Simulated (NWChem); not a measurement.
# CuCl (SMILES [Cl][Cu]): M06-2X/def2-TZVP

What is the electronic atomisation energy of CuCl at M06-2X/def2-TZVP? 

The results are computed with NWChem 7.3.0.

4 further runs of the same task are left out: 4 that didn't finish.

## 1. Starting point

CuCl: 2 atoms, total charge 0, spin state singlet. As SMILES, `[Cl][Cu]`. Geometry: relaxed at PBE0-D4/def2-TZVP.

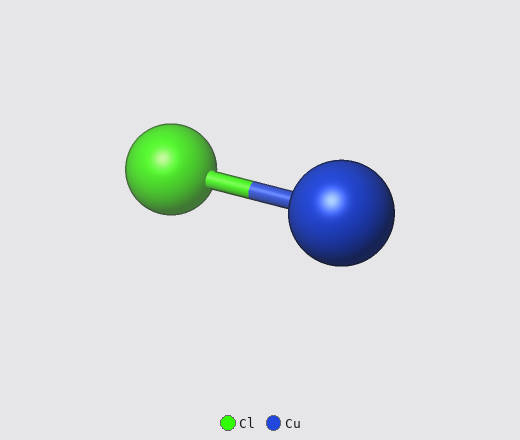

Viewed from a chosen angle; chlorine green, copper blue.

## 2. A single-point energy at M06-2X/def2-TZVP

clcu.nw

```
start clcu
memory stack 880 mb heap 220 mb global 1100 mb

geometry units angstroms noautosym nocenter noautoz
  Cl    0.898300   -0.345200    0.446400
  Cu   -0.868800    0.285000   -0.442400
end

basis "ao basis" spherical bse
  * library def2-TZVP
end

dft
  xc m06-2x
  grid lebedev 50 8
  convergence energy 1e-08
  iterations 100
  mulliken
  print low
end

task dft energy
```

On the command line:

```sh
$ nwchem clcu.nw > clcu.out
```

Output:

```text
[...]
 d= 0,ls=0.0,diis     1  -2100.5756085281 -2.23D+03  1.53D-02  2.78D+00     3.1
[...]
 d= 0,ls=0.0,diis    12  -2100.7075360658 -5.61D-09  5.89D-07  1.71D-09    23.2
         Total DFT energy =    -2100.707536065828
      One electron energy =    -3175.332641892944
           Coulomb energy =     1044.492430322065
    Exchange-Corr. energy =      -95.534410888429
 Nuclear repulsion energy =      125.667086393481
[...]
      Total Density - Mulliken Population Analysis
     ---------------------------------------------
    Atom       Charge   Shell Charges
 -----------   ------   -------------------------------------------------------
    1 Cl  17    17.52   2.01  0.43  1.53  1.10  0.87  4.20  1.66  1.14  2.75  1.80  0.01  0.02  0.00
    2 Cu  29    28.48   2.00  2.00  1.19  0.80  0.36  0.02  5.99  4.80  1.21  0.18  5.52  3.10  1.25  0.07  0.00
[...]
```

Run time: 24 s. Hardware: 1 thread of Intel Xeon Platinum 8259CL at 2.50GHz (Skylake/Cascade Lake), shared host; peak memory 0.1 GiB.

## 3. The Cl atom at the same level

cl.xyz

```xyz
1
Cl M06-2X
Cl     0.000000     0.000000     0.000000
```

cl.nw

```
start cl
title "Cl M06-2X"
memory stack 880 mb heap 220 mb global 1100 mb
charge 0

geometry units angstrom noautosym nocenter noautoz
   load format xyz cl.xyz
end

basis "ao basis" spherical bse
   Cl library def2-TZVP
end

dft
   xc m06-2x
   mult 2
   grid lebedev 50 8
   convergence energy 1e-08
   iterations 100
   mulliken
   noprint "final vectors analysis"
end

task dft energy
```

Run the same way, it converges to -460.13263 Eh (log not shown).

## 4. The Cu atom, same level

cu.nw

```
start cu
title "Cu"
memory total 2200 mb

geometry units atomic noautosym nocenter noautoz
 Cu  0.00000000  0.00000000  0.00000000
end

basis spherical bse
 * library def2-TZVP
end

dft
 xc m06-2x
 mult 2
 grid lebedev 50 8
 convergence energy 1e-08
 maxiter 100
 mulliken
 print low
end

task dft energy
```

On the command line:

```sh
$ nwchem cu.nw > cu.out
```

Output:

```text
[...]
 d= 0,ls=0.0,diis     1  -1640.3061133024 -1.64D+03  1.48D-02  6.71D-01     1.0
[...]
 d= 0,ls=0.0,diis    11  -1640.4431254871 -2.55D-10  3.77D-07  1.97D-11     5.6
[...]
         Total DFT energy =    -1640.443125487079
      One electron energy =    -2288.620909564724
           Coulomb energy =      715.391220848937
    Exchange-Corr. energy =      -67.213436771291
 Nuclear repulsion energy =        0.000000000000
[...]
      Total Density - Mulliken Population Analysis
     ---------------------------------------------
    Atom       Charge   Shell Charges
 -----------   ------   -------------------------------------------------------
    1 Cu  29    29.00   2.00  2.00  1.19  0.79  0.61  0.41  5.99  4.78  1.22  0.01  5.53  3.13  1.25  0.10  0.00
     --------------------------------------------
      Spin Density - Mulliken Population Analysis
     --------------------------------------------
    Atom       Charge   Shell Charges
 -----------   ------   -------------------------------------------------------
    1 Cu  29     1.00   0.00  0.00  0.01 -0.02  0.60  0.41 -0.00 -0.00  0.00 -0.00  0.00  0.01  0.01 -0.02  0.00
[...]
      <S2> =      0.7508 (Exact =     0.7500)
[...]
```

Run time: 6.3 s. Hardware: 1 thread of Intel Xeon Platinum 8259CL at 2.50GHz (Skylake/Cascade Lake), shared host; peak memory 0.1 GiB.

## 5. Outcome

At M06-2X/def2-TZVP:

```
                     quantity           value
       molecule: total energy  -2100.70754 Eh
        Cl atom: total energy   -460.13263 Eh
                Cl atom: ⟨S²⟩           0.753
        Cu atom: total energy  -1640.44313 Eh
                Cu atom: ⟨S²⟩           0.751
electronic atomisation energy        3.586 eV
```

Taking the molecule apart into free atoms costs 3.59 eV (346 kJ/mol), before zero-point energy and without spin-orbit coupling.
